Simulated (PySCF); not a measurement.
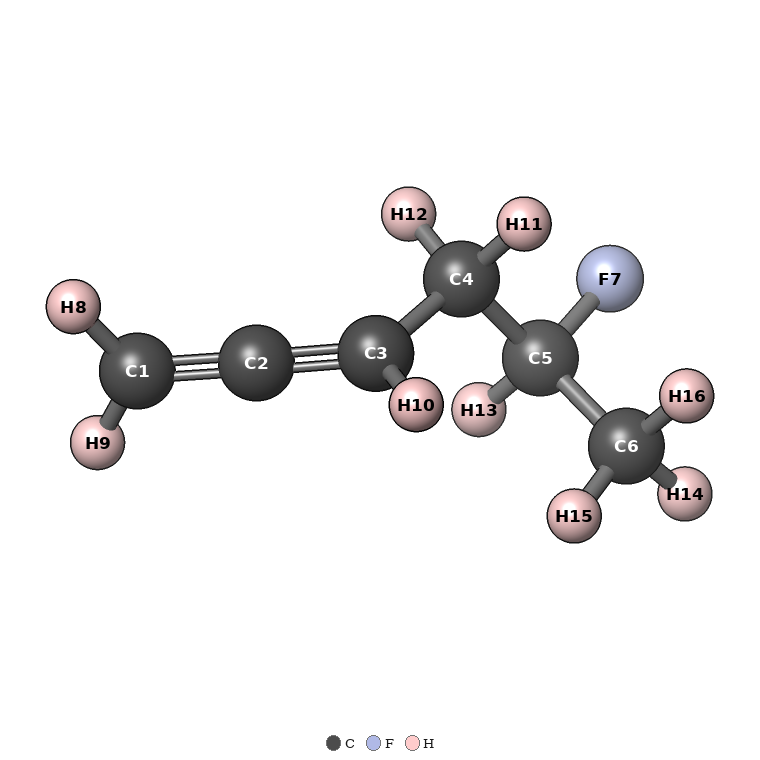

Computed geometry: PBE0-D3(BJ)/def2-SVP optimisation. No frequency run is at hand to confirm it as a minimum. Level of theory: B3LYP/pcJ-1 indirect spin-spin coupling, non-relativistic, gas phase (PySCF 2.14.0). Isotopes: 13C, 19F, 1H.

Give the spin–spin coupling constants of these pairs, with the number of bonds between them: C5/F7, F7/H14, F7/H11, F7/H15, F7/H16.

```
   pair  bonds apart  J (Hz)
 C5, F7            1  −229.6
F7, H14            3    10.3
F7, H11            3     6.3
F7, H15            3    52.1
F7, H16            3     7.0
```

Density functionals are unreliable for couplings to fluorine, so those rows may be far off.
